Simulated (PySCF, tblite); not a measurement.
# C5H7FO+ (doublet): geometry, infrared bands and EPR parameters

Wanted: the infrared bands and EPR parameters of C5H7FO+ (doublet) (`F[C@@H]1[CH+][CH]OCC1`), by calculation.

Programs: tblite 0.8.0 and PySCF 2.14.0, with density-fitted response routines of our own. Each step states its level of theory. These are calculated values for one molecule in the gas phase, unless marked as measured. Atoms count from 0, in the outputs and in this text.

## 1. The starting structure

14 atoms, charge 1, multiplicity 2; geometry from: force field or distance geometry start.

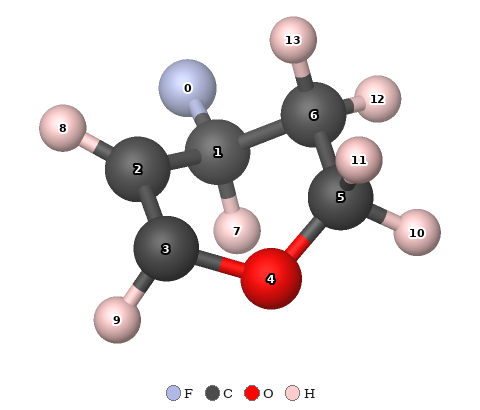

As it starts; fluorine light blue, carbon dark grey, oxygen red, hydrogen pink, atoms numbered.

## 2. Geometry optimisation with GFN2-xTB

What the job is given:

```
{"job": {"kind": "relax", "xc": "GFN2-xTB", "basis": "xTB"}, "charge": 1, "multiplicity": 2}
F      0.008200     1.951000    -1.526000
C     -0.125600     0.783000    -0.879500
C     -1.221100     0.728800     0.143100
C     -1.463500    -0.604500     0.763100
O     -0.451200    -1.487100     0.376400
C      0.819700    -1.004100     0.515700
C      1.099100     0.352400    -0.080300
H     -0.331600    -0.022900    -1.612700
H     -1.818000     1.601300     0.397600
H     -2.410700    -0.977400     0.273500
H      1.504000    -1.709300    -0.043700
H      1.154600    -1.043100     1.596900
H      1.972000     0.352100    -0.709300
H      1.263500     1.079500     0.763100
```

Launch:

```console
OMP_NUM_THREADS=1 python probes_run.py task.json out
```

One launch serves the whole session: the jobs run in the order shown.

The log of the run:

```text
step      E/eV     max force
  0    -611.79623    6.046
  1    -612.52539    3.640
  2    -612.90027    1.704
  3    -613.07547    1.127
  4    -613.16569    0.694
  5    -613.20472    0.680
  6    -613.28180    0.611
  7    -613.32303    0.608
  8    -613.36630    0.477
  9    -613.39903    0.477
 10    -613.43099    0.531
 11    -613.46476    0.611
 12    -613.49673    0.540
 13    -613.52064    0.385
 14    -613.54006    0.405
 15    -613.56001    0.466
 16    -613.57817    0.433
 17    -613.59164    0.337
 18    -613.60155    0.332
 19    -613.61484    0.345
 20    -613.62809    0.362
 21    -613.63759    0.224
 22    -613.64343    0.198
 23    -613.64963    0.216
 24    -613.65737    0.274
 25    -613.66585    0.277
 26    -613.67301    0.297
 27    -613.67860    0.280
 28    -613.68379    0.244
 29    -613.68947    0.254
 30    -613.69463    0.196
 31    -613.69917    0.145
 32    -613.70211    0.145
 33    -613.70460    0.126
 34    -613.70707    0.112
 35    -613.71012    0.116
 36    -613.71243    0.143
 37    -613.71439    0.145
 38    -613.71628    0.136
 39    -613.71794    0.154
 40    -613.71984    0.152
 41    -613.72143    0.131
 42    -613.72309    0.098
 43    -613.72382    0.085
 44    -613.72481    0.073
 45    -613.72538    0.078
 46    -613.72615    0.074
 47    -613.72713    0.083
 48    -613.72841    0.101
 49    -613.72981    0.114
 50    -613.73108    0.091
 51    -613.73196    0.056
 52    -613.73249    0.061
 53    -613.73287    0.053
 54    -613.73325    0.073
 55    -613.73371    0.069
 56    -613.73413    0.069
 57    -613.73454    0.066
 58    -613.73493    0.047
 59    -613.73522    0.028
 60    -613.73535    0.020
 61    -613.73541    0.016
 62    -613.73545    0.013
 63    -613.73548    0.009
```

Wall time 0.34 s (1 thread of Arm Neoverse V1, shared host).

The steps of the relaxation: (not every step is listed)

```tsv
step	energy from step 0 (eV)	largest force (eV/Å)
0	0.0000	6.0456
1	-0.7292	3.6405
2	-1.1040	1.7039
3	-1.2792	1.1274
4	-1.3695	0.6938
5	-1.4085	0.6801
6	-1.4856	0.6108
7	-1.5268	0.6079
8	-1.5701	0.4767
13	-1.7244	0.3848
18	-1.8053	0.3323
23	-1.8534	0.2164
28	-1.8876	0.2436
33	-1.9084	0.1264
38	-1.9200	0.1362
43	-1.9276	0.0850
48	-1.9322	0.1014
53	-1.9366	0.0529
58	-1.9387	0.0466
59	-1.9390	0.0281
60	-1.9391	0.0201
61	-1.9392	0.0162
62	-1.9392	0.0134
63	-1.9393	0.0091
```

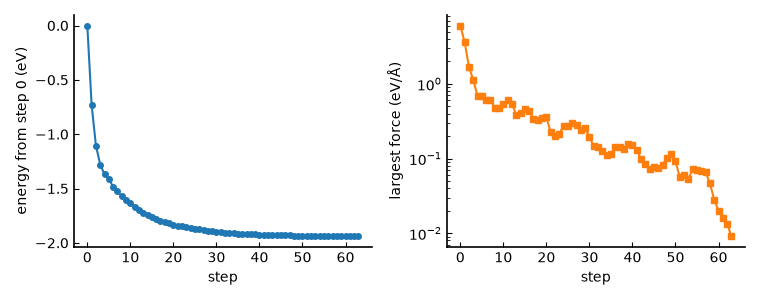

Energy and force, step by step.

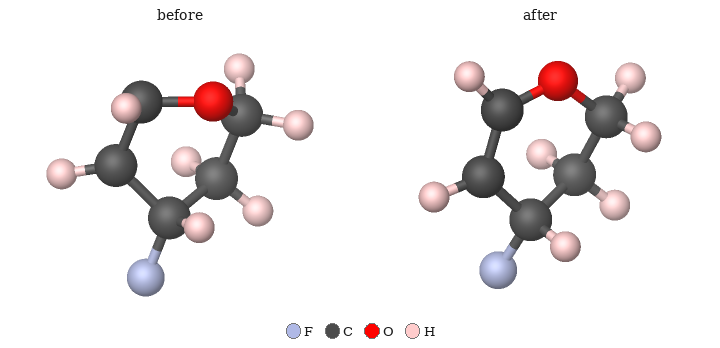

The geometry before (left) and after (right).

Close pairs (by a distance rule), those that changed most:

```tsv
bond	before (Å)	after (Å)	change (Å)
C3–O4	1.398	1.287	-0.111
C2–C3	1.490	1.386	-0.104
O4–C5	1.367	1.418	+0.051
C3–H9	1.130	1.087	-0.043
C5–H11	1.133	1.095	-0.038
C6–H13	1.126	1.093	-0.032
C5–H10	1.131	1.101	-0.030
C1–C2	1.500	1.473	-0.026
```

The final coordinates are the input of the step that follows.

## 3. Vibrational analysis with GFN2-xTB

What the job is given:

```
{"job": {"kind": "ir", "xc": "GFN2-xTB", "basis": "xTB"}, "charge": 1, "multiplicity": 2}
F      0.080663     2.131429    -1.224732
C     -0.045287     0.831839    -0.867458
C     -1.340269     0.540571    -0.228459
C     -1.429963    -0.532900     0.643408
O     -0.441812    -1.283875     0.983556
C      0.859224    -1.067471     0.463136
C      1.114700     0.378521     0.038673
H     -0.001857     0.258139    -1.823332
H     -2.186471     1.185601    -0.415202
H     -2.367574    -0.796151     1.126271
H      0.983069    -1.752348    -0.390170
H      1.551398    -1.386649     1.249090
H      2.066360     0.454750    -0.486613
H      1.157142     1.038072     0.909667
```

The log of the run:

```text
mode    cm-1     km/mol
  1     101.3     21.48
  2     188.8      3.76
  3     334.6     20.79
  4     352.4      6.71
  5     411.7      1.06
  6     439.2      1.84
  7     520.2      1.09
  8     719.1     34.75
  9     745.4     31.27
 10     820.5     46.22
 11     866.0      8.25
 12     876.6     54.89
 13     960.7      4.12
 14     974.2      8.41
 15    1018.4      9.20
 16    1056.1     23.61
 17    1088.2     10.55
 18    1106.2     26.10
 19    1133.4     29.09
 20    1159.6     23.33
 21    1170.4      3.71
 22    1183.6      0.40
 23    1235.5      1.99
 24    1271.0     15.49
 25    1294.0     26.75
 26    1348.0      7.19
 27    1402.4     56.70
 28    1454.1     26.43
 29    1475.9    141.06
 30    2686.4     37.36
 31    2877.5     18.71
 32    2974.4     24.07
 33    2998.2      0.65
 34    3027.3     37.79
 35    3031.3      4.76
 36    3092.1     43.10
```

Run time: 0.35 s. Hardware: 1 thread of Arm Neoverse V1, shared host.

The strongest bands and the atoms that carry them (share of the mass-weighted mode):

```tsv
cm⁻¹	km/mol	atoms
719	34.8	H8 43 %, C2 24 %
820	46.2	H9 25 %, H11 12 %, C1 12 %
877	54.9	O4 33 %, C5 25 %, C6 15 %
1402	56.7	H11 44 %, H10 39 %
1476	141.1	C3 49 %, C2 31 %
2686	37.4	H7 94 %
3027	37.8	H9 91 %
3092	43.1	H8 92 %
```

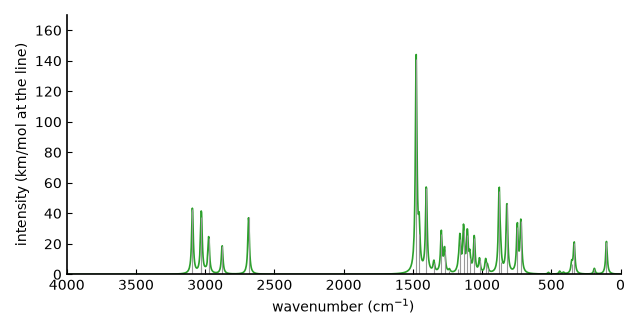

The infrared spectrum from these modes, unscaled. Lines are broadened to a width of 14 cm⁻¹ (Lorentzian).

## 4. EPR parameters: B3LYP/pcH-1

Settings changed since step 3:

```diff
@@ -1,2 +1,2 @@
-{"job": {"kind": "ir", "xc": "GFN2-xTB", "basis": "xTB"}, "charge": 1, "multiplicity": 2}
+{"job": {"kind": "epr", "basis": "pcH-1"}, "charge": 1, "multiplicity": 2}
 F      0.080663     2.131429    -1.224732
```

With the program's defaults for keys left out, this is: UKS B3LYP, pcH-1 on C F H O, non-relativistic, mean-field spin-orbit, GIAO.

The log of the run:

```text
UKS, coarse grid
  cycle   1  E = -369.40394849  |g| = 4.84e-01
  cycle   2  E = -369.20598560  |g| = 8.99e-01
  cycle   3  E = -369.48333341  |g| = 9.91e-02
  cycle   4  E = -369.48641202  |g| = 5.39e-02
  cycle   5  E = -369.48755396  |g| = 1.80e-02
  cycle   6  E = -369.48766838  |g| = 7.55e-03
  cycle   7  E = -369.48769651  |g| = 2.04e-03
  cycle   8  E = -369.48770292  |g| = 1.35e-03
  cycle   9  E = -369.48770394  |g| = 3.31e-04
UKS, final grid
  cycle   1  E = -369.48777435  |g| = 4.25e-04
  cycle   2  E = -369.48777421  |g| = 7.39e-04
  cycle   3  E = -369.48777443  |g| = 9.99e-05
  cycle   4  E = -369.48777444  |g| = 4.51e-05
  cycle   5  E = -369.48777444  |g| = 1.50e-05
E = -369.48777444 Eh   <S^2> = 0.7552 (exact 0.7500)
g shifts (ppm)      1          2          3
  rmc          -200       -200       -200
  gc             -5         37         35
  oz_so         220       2360       2557
  total          15       2196       2392
hyperfine (MHz)  atom isotope    a_iso     a_fc   dipolar eigenvalues
    0   19F      14.71      14.71    -36.59    -30.77     67.36
    1   13C     -20.86     -20.86     -4.39     -1.40      5.79
    2   13C      42.75      42.75    -48.12    -46.92     95.04
    3   13C     -14.47     -14.47    -13.95     -8.88     22.83
    4   17O     -29.41     -29.41    -89.45     44.28     45.17
    5   13C      -8.94      -8.94     -1.95      0.16      1.79
    6   13C      12.14      12.14     -5.05     -3.41      8.47
    7    1H     146.06     146.06     -5.89     -1.75      7.64
    8    1H     -40.26     -40.26    -22.39     -3.40     25.79
    9    1H     -11.29     -11.29     -7.04     -5.02     12.06
   10    1H      54.22      54.22     -3.01     -2.30      5.31
   11    1H       4.74       4.74     -3.42     -1.64      5.06
   12    1H      -3.15      -3.15     -3.05     -1.45      4.50
   13    1H      -3.96      -3.96     -2.73     -2.02      4.75
```

Wall time 55 s (1 thread of Arm Neoverse V1, shared host); peak memory 0.93 GiB.

Principal g values 2.00233, 2.00452, 2.00471; g(iso) = 2.00385, against 2.00232 for a free electron.

Hyperfine couplings, nucleus by nucleus at this fixed geometry (no averaging over rotations):

```tsv
nuclei	isotope	a(iso) (MHz)	a(iso) (G, at g = 2.0023)	largest dipolar term (MHz)
H7	1H	146.1	52.1	7.6
H10	1H	54.2	19.3	5.3
C2	13C	42.7	15.3	95.0
H8	1H	-40.3	-14.4	25.8
O4	17O	-29.4	-10.5	-89.5
C1	13C	-20.9	-7.4	5.8
F0	19F	14.7	5.2	67.4
C3	13C	-14.5	-5.2	22.8
C6	13C	12.1	4.3	8.5
H9	1H	-11.3	-4.0	12.1
C5	13C	-8.9	-3.2	-2.0
H11	1H	4.7	1.7	5.1
H13	1H	-4.0	-1.4	4.8
H12	1H	-3.1	-1.1	4.5
```

Mulliken spin populations:

F0 0.01; C1 -0.04; C2 0.60; C3 0.11; O4 0.24; C5 -0.01; C6 0.04; H7 0.05; H8 -0.02; H9 -0.01; H10 0.02; H11 0.00; H12 0.00; H13 0.00

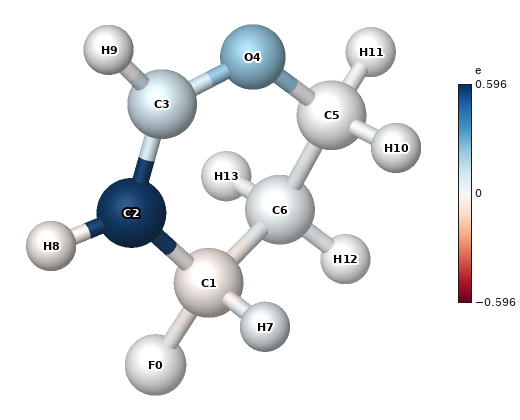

Mulliken spin populations, as colours on the atoms.

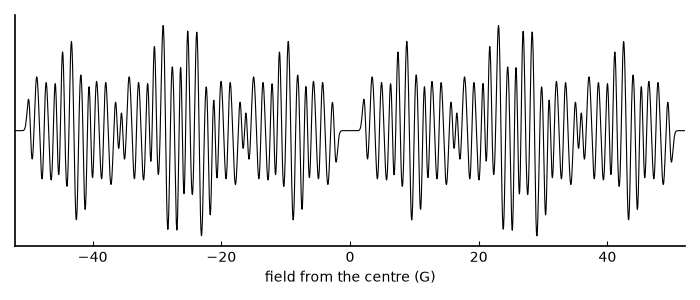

First-order isotropic spectrum (first derivative, main isotopes with spin only, couplings over 0.8 MHz, Gaussian width 0.3 G; couplings of the frozen geometry, rotation of groups not averaged beyond the rows shown).

Orbitals, density, ELF and potential are computed afterwards from the orbital file.

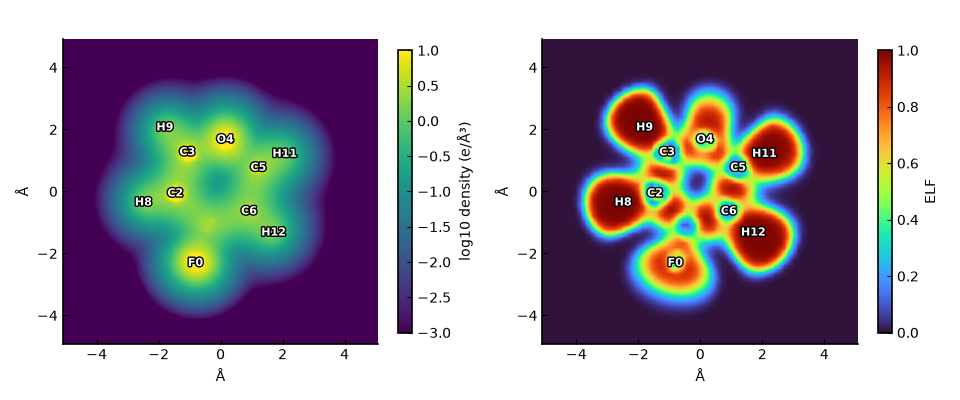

Density (left) and ELF (right) in a plane through or near 10 of the atoms.

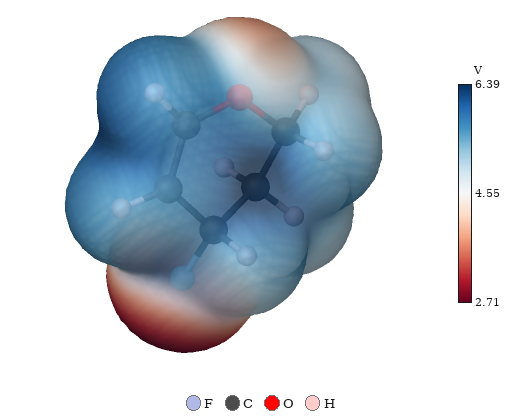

The potential that a unit positive charge feels on the 0.002 e/bohr³ surface, from 2.71 V near F0 to 6.39 V near H7.

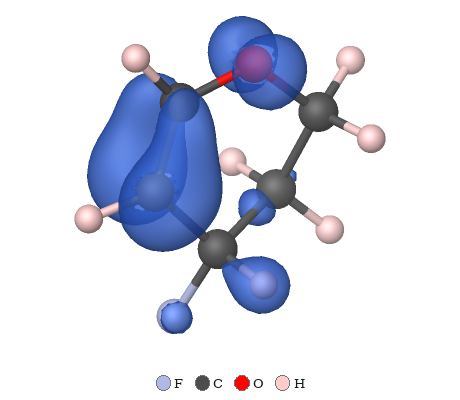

Spin density at ±0.04 e/Å³ (alpha excess blue, beta excess red).

## 5. Results

```
                                 quantity                  value
strongest single infrared mode (GFN2-xTB)  1476 cm⁻¹, 141 km/mol
             zero-point energy (GFN2-xTB)          67.8 kcal/mol
                           g(iso) (B3LYP)                2.00385
                                     ⟨S²⟩     0.755 (exact 0.75)
                           largest a(iso)    1H on H7, 146.1 MHz
```

Relaxing lowered the energy by 1.939 eV in 63 steps; the close pair that moved most is C3–O4, from 1.398 to 1.287 Å. No mode is imaginary among the 36: a minimum at this level. The strongest single mode, at 1476 cm⁻¹, moves mainly C3 and C2. GFN2-xTB is a fitted tight-binding method: band positions and strengths are rough. Its intensities can rank the bands wrongly. C2 carries the largest spin population, 0.60 e. The isotropic g lies 1.5 ppt above the free-electron value.
